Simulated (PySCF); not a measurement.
## Electronic structure of C₃H₁₅N₃OSi₂ in real space

```xyz
24

C    -4.1032   -0.1569   -0.4895
C    -2.7851    0.6068   -0.4252
C    -1.7085   -0.1628    0.3324
Si   -0.0610    0.7772    0.3683
O     0.3224    1.2133   -1.1417
N     1.2390   -0.2084    0.9749
Si    2.6073   -0.7496    0.0871
N     3.0449    0.5642   -0.9648
N     3.8317   -1.0903    1.2605
H    -3.9612   -1.1182   -0.9806
H    -4.4898   -0.3408    0.5119
H    -4.8472    0.4073   -1.0484
H    -2.4288    0.8057   -1.4369
H    -2.9447    1.5734    0.0582
H    -1.5778   -1.1401   -0.1373
H    -2.0573   -0.3529    1.3488
H    -0.1403    1.9674    1.2309
H     1.2594    1.1019   -1.3601
H     1.1288   -0.5806    1.9002
H     2.3050   -1.8495   -0.8395
H     3.7048    0.3655   -1.7005
H     3.3200    1.4165   -0.5005
H     3.5868   -1.6794    2.0385
H     4.7432   -1.3501    0.9211
```

Geometry: GFN2-xTB.

Level of theory: PBE0/pcSseg-1, SCF density, gas phase, non-relativistic (PySCF).

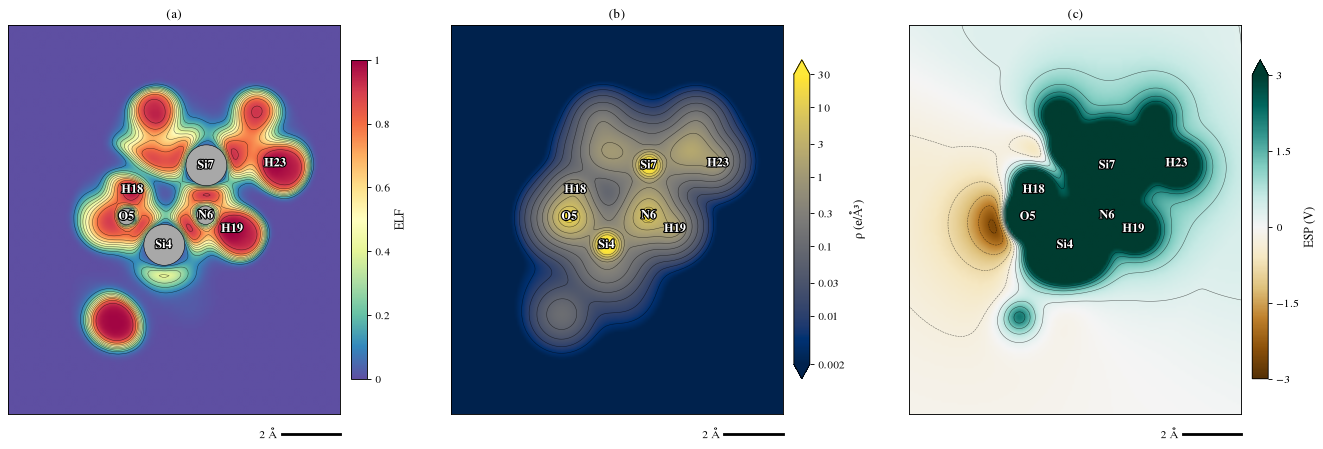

Figure 1. (a) ELF; (b) electron density; (c) electrostatic potential on the plane of atoms Si4, N6 and H19. Grey discs cover the atomic cores in the ELF map.

Read the bonding off the picture.

Answer. Atoms in the plane: Si, O, N and H.
Si–O (1.62 Å): ρ is about 1.2 e/Å³ halfway; the ELF peaks at about 0.85 between the atoms (a short, strongly polar bond).
Si–N (1.72 Å): ρ is about 1.1 e/Å³ halfway; the ELF peaks at about 0.90 between the atoms, as expected for a shared but strongly polarised pair.
O–H (0.97 Å): ρ at the midpoint is about 3.7 e/Å³; the ELF climbs to about 1 towards the hydrogen, as it does in any bond to H; an ordinary covalent bond to hydrogen.
N–H (1.00 Å): the density is about 2.8 e/Å³ at the midpoint; the ELF climbs to about 1 towards the hydrogen (a covalent bond by its length).
The ELF also peaks beside O5, away from the bonds: lone-pair regions.
Outside the dense part of the molecule the potential is most negative (−2.5 V) near O5.

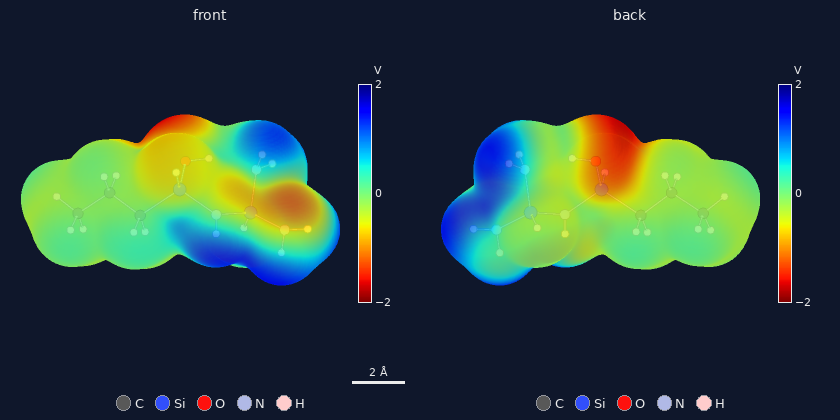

Figure 2. The molecular electrostatic potential painted on the density surface at 0.001 e/bohr³, seen from the front and from behind; the colour scale runs from red (negative) to blue (positive).

Where is the surface potential most negative and most positive?

Answer. The most negative region (about −1.7 V) lies over O5, the most positive (about +1.5 V) over H19, H21, H23 and H24. O5 is the likeliest acceptor of a hydrogen bond.
